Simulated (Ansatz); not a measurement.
**Gallium trichloride (monomer) (GaCl₃): a ladder of functionals and wavefunction methods**

How much do the methods differ for gallium trichloride (monomer) (GaCl₃)? The plan is to run it at one geometry with functionals of several rungs and with coupled cluster. The yardstick is the atomisation energy at the CCSD(T) limit.

Method: functionals in def2-TZVPP, the program's frozen cores in correlated methods; program: Ansatz 0.2.0, Gaussian basis.

The runs, in order: LDA (SPW92), PBE-D4, revPBE-D4, BLYP-D4, r2SCAN-D4, B97M-V, PBE0-D4, B3LYP-D4, r2SCANh-D4, r2SCAN0-D4, HSE06-D4, BHLYP-D4, CAM-B3LYP-D4, LC-ωPBE, ωB97X-V, ωB97M-V, B2PLYP, PBE-QIDH; CCSD(T)/def2-SVP; CCSD(T)/def2-TZVPP; MP2/def2-QZVPP; extrapolation to the limit; RPA on PBE.

### Step 1. The geometry

The geometry comes from an earlier relaxation with PBE0-D4 in a triple-zeta def2 set; it is a stationary point.

SMILES `[Cl][Ga]([Cl])[Cl]`, 4 atoms, charge 0, spin multiplicity 1.

Atoms are counted from 1 here; the program's logs count them from 0.

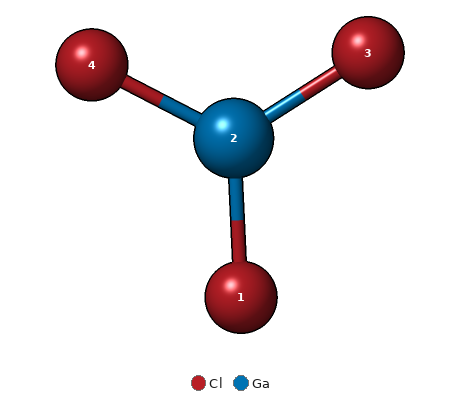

The geometry (chlorine red, gallium blue); atoms are numbered from 1 in the order of the file.

### Step 2. LDA

This LDA is Slater exchange with PW92 correlation.

File in.yaml:

```yaml
crystal:
  periodic: [false, false, false]
  atoms:
    - {symbol: Cl, position_ang: [0.866702, 0.371448, 1.887460]}
    - {symbol: Ga, position_ang: [0.013828, -0.015106, -0.005125]}
    - {symbol: Cl, position_ang: [-0.090285, -1.995040, -0.731580]}
    - {symbol: Cl, position_ang: [-0.734744, 1.578298, -1.171056]}
basis:
  gaussian: {orbitals: def2-TZVPP}
hamiltonian: {xc: lda}
output: {orbitals: {seedname: orbitals}}
```

After this run come: PBE-D4 (GGA); revPBE-D4 (GGA); BLYP-D4 (GGA); r2SCAN-D4 (meta-GGA); B97M-V (meta-GGA); PBE0-D4 (hybrid); B3LYP-D4 (hybrid); r2SCANh-D4 (hybrid); r2SCAN0-D4 (hybrid); HSE06-D4 (hybrid); BHLYP-D4 (hybrid); CAM-B3LYP-D4 (range-separated); LC-ωPBE-D4 (range-separated); ωB97X-V (range-separated); ωB97M-V (range-separated); B2PLYP (double hybrid); PBE-QIDH (double hybrid); CCSD(T) in def2-SVP; CCSD(T) in def2-TZVPP; MP2 in def2-QZVPP; RPA on PBE orbitals.

**Question.** What will the summary of the whole plan be? Wanted: atomisation energy, CCSD(T)/CBS; farthest beyond LDA; mean size of error, GGA; mean size of error, meta-GGA; mean size of error, hybrid; mean size of error, range-separated; mean size of error, double hybrid; gap, smallest and largest; T1 diagnostic.

As calculated:

| quantity | value |
| --- | --- |
| atomisation energy, CCSD(T)/CBS | 1106.0 kJ/mol |
| functionals within 11.1 kJ/mol (1.0 %) | PBE-D4, PBE0-D4, r2SCANh-D4, r2SCAN0-D4, HSE06-D4, ωB97X-V, ωB97M-V |
| farthest beyond LDA | BLYP-D4 (-64.6 kJ/mol) |
| mean size of error, GGA | 34.7 kJ/mol |
| mean size of error, meta-GGA | 20.8 kJ/mol |
| mean size of error, hybrid | 21.2 kJ/mol |
| mean size of error, range-separated | 16.5 kJ/mol |
| mean size of error, double hybrid | 28.2 kJ/mol |
| gap, smallest and largest | 4.96 eV (LDA (SPW92)), 12.67 eV (LC-ωPBE) |
| T1 diagnostic | 0.0107 |
| triples share of the correlation energy | 4.2 % |

In words: The LDA atomisation energy is off by 162.0 kJ/mol (15 %): it overbinds. PBE-D4 misses by +7.2 kJ/mol. Double hybrids carry the basis error of their MP2 part in triple zeta, and no dispersion term here, so their miss is partly the set-up's. Taken by rung, range-separated functionals do best (16.5 kJ/mol on average) and GGA ones worst beyond LDA (34.7 kJ/mol). The gap between the best rungs is small, so their order is not settled. RPA and LDA stand outside this count. Misses under about 11.1 kJ/mol are within the doubt on the reference itself, which lacks core-valence correlation, relativity and higher excitations, and its outer-core shells are covered unevenly. Hartree-Fock recovers 75 % of the binding; the rest is correlation. CCSD(T) in def2-SVP is off by -78.3 kJ/mol, worse than the median functional, from the basis alone. The gap grows from 5.0 to 12.7 eV across the functionals, mostly with the share of exact exchange. Correlated methods include outer-core shells of Ga, which these sets cover unevenly.
